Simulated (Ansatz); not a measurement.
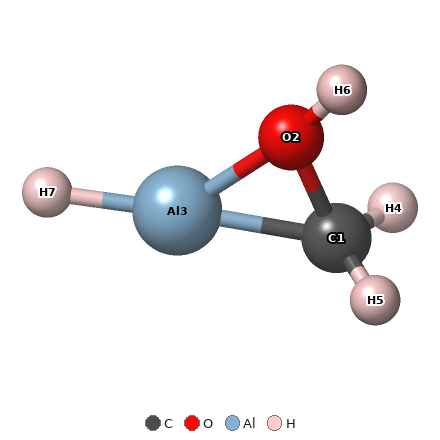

The system is CH4AlO, SMILES [CH2]1[OH+][AlH]1, charge +1; the picture shows the reference structure. 
- First axis: bond length C1–H4. Second axis: bond length C1–H5.
- Nothing is relaxed (all other coordinates rigid).
- The scan uses a 15 × 15 grid.
- Points are written as (first, second).
- Energies: kcal/mol, counted from the relaxed molecule at the same level.
- The reference is spin-restricted, which grows unreliable where a bond is stretched far.
- All numbers below come from RKS PBE-D4/def2-TZVP (Ansatz).

Its coordinates:

```yaml
atoms:
  - { symbol: C, position_ang: [-0.6487, -0.0497, -0.5853] }
  - { symbol: O, position_ang: [-0.0207, 0.5960, 0.6757] }
  - { symbol: Al, position_ang: [1.0470, -0.7236, 0.0170] }
  - { symbol: H, position_ang: [-1.5976, -0.5303, -0.3283] }
  - { symbol: H, position_ang: [-0.7352, 0.6928, -1.3845] }
  - { symbol: H, position_ang: [-0.4694, 1.3259, 1.1466] }
  - { symbol: H, position_ang: [2.4247, -1.3112, 0.4588] }
```

Range: bond length C1–H4 from 0.963 to 1.368 Å; bond length C1–H5 from 0.897 to 1.641 Å.

**Predict the map.**

The lowest grid point is at (1.108 Å, 1.110 Å), 0.16 kcal/mol from the relaxed molecule at the same level. No other kind of well shows on this grid. The highest grid point, (1.368 Å, 1.641 Å), lies 63.0 kcal/mol above the lowest. Round the minimum the contours are nearly round: the two directions are equally stiff and uncoupled.

| bond length C1–H5 ↓, bond length C1–H4 → | 0.963 | 0.992 | 1.021 | 1.050 | 1.079 | 1.108 | 1.136 | 1.165 | 1.194 | 1.223 | 1.252 | 1.281 | 1.310 | 1.339 | 1.368 |
| --- | --- | --- | --- | --- | --- | --- | --- | --- | --- | --- | --- | --- | --- | --- | --- |
| 1.641 | 54.2 | 50.6 | 48.1 | 46.5 | 45.8 | 45.8 | 46.3 | 47.4 | 48.9 | 50.7 | 52.8 | 55.1 | 57.7 | 60.3 | 63.1 |
| 1.588 | 48.7 | 45.0 | 42.5 | 41.0 | 40.3 | 40.3 | 40.8 | 41.9 | 43.3 | 45.2 | 47.3 | 49.6 | 52.1 | 54.8 | 57.6 |
| 1.535 | 43.0 | 39.4 | 36.9 | 35.4 | 34.7 | 34.7 | 35.2 | 36.3 | 37.7 | 39.6 | 41.7 | 44.0 | 46.6 | 49.2 | 52.0 |
| 1.482 | 37.4 | 33.8 | 31.3 | 29.8 | 29.1 | 29.0 | 29.6 | 30.7 | 32.1 | 34.0 | 36.1 | 38.4 | 41.0 | 43.6 | 46.4 |
| 1.429 | 31.9 | 28.3 | 25.8 | 24.2 | 23.5 | 23.5 | 24.1 | 25.1 | 26.6 | 28.4 | 30.5 | 32.9 | 35.4 | 38.1 | 40.9 |
| 1.376 | 26.5 | 22.9 | 20.4 | 18.9 | 18.2 | 18.2 | 18.7 | 19.8 | 21.3 | 23.1 | 25.2 | 27.5 | 30.1 | 32.8 | 35.6 |
| 1.323 | 21.5 | 17.8 | 15.3 | 13.8 | 13.1 | 13.1 | 13.7 | 14.7 | 16.2 | 18.0 | 20.1 | 22.4 | 25.0 | 27.7 | 30.5 |
| 1.269 | 16.8 | 13.2 | 10.7 | 9.1 | 8.4 | 8.4 | 9.0 | 10.0 | 11.5 | 13.3 | 15.4 | 17.7 | 20.3 | 23.0 | 25.8 |
| 1.216 | 12.9 | 9.3 | 6.8 | 5.2 | 4.5 | 4.5 | 5.1 | 6.1 | 7.6 | 9.4 | 11.5 | 13.8 | 16.3 | 19.0 | 21.8 |
| 1.163 | 10.0 | 6.4 | 3.9 | 2.4 | 1.7 | 1.6 | 2.2 | 3.2 | 4.7 | 6.5 | 8.6 | 10.9 | 13.4 | 16.1 | 18.9 |
| 1.110 | 8.6 | 4.9 | 2.4 | 0.9 | 0.2 | 0.2 | 0.7 | 1.7 | 3.2 | 5.0 | 7.1 | 9.4 | 11.9 | 14.6 | 17.4 |
| 1.057 | 9.0 | 5.4 | 2.9 | 1.4 | 0.7 | 0.6 | 1.2 | 2.2 | 3.7 | 5.5 | 7.6 | 9.9 | 12.4 | 15.1 | 17.9 |
| 1.004 | 12.2 | 8.5 | 6.0 | 4.5 | 3.8 | 3.7 | 4.3 | 5.3 | 6.8 | 8.6 | 10.7 | 13.0 | 15.5 | 18.2 | 21.0 |
| 0.950 | 19.0 | 15.4 | 12.9 | 11.3 | 10.6 | 10.6 | 11.1 | 12.2 | 13.6 | 15.4 | 17.5 | 19.8 | 22.3 | 25.0 | 27.8 |
| 0.897 | 30.6 | 26.9 | 24.4 | 22.9 | 22.2 | 22.1 | 22.7 | 23.7 | 25.2 | 27.0 | 29.1 | 31.4 | 33.9 | 36.6 | 39.4 |

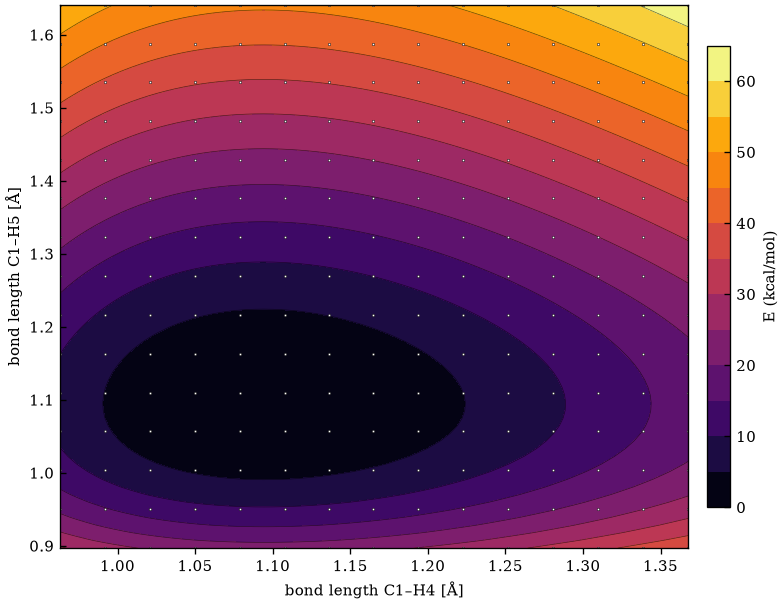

The picture shows filled contours, dots at the grid points. Between grid points the surface is interpolated.

Time for the 225 points that were run: 5.3 min on 1 thread of Intel(R) Xeon(R) 6975P-C (Granite Rapids), on a shared host.
